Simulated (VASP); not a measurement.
Band structure of LiF. Calculation: PBE GGA, VASP's PBE PAW potentials (set 64) (plane waves; VASP).

The cell holds a wide vacuum, so values per volume refer to the whole cell.

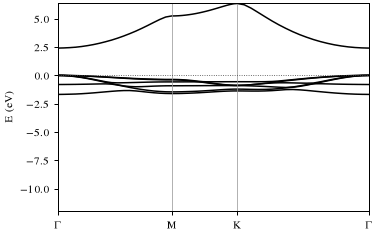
Bands along high-symmetry lines, zero at the valence-band maximum or, without a gap, the Fermi level

**Question.** Read the plot: is there a gap, and where are the band edges?

**Answer.** The gap is direct, 2.40 eV, from the valence maximum at Γ to the conduction minimum at Γ.

The cell is a sheet with vacuum, built from a generated structure.
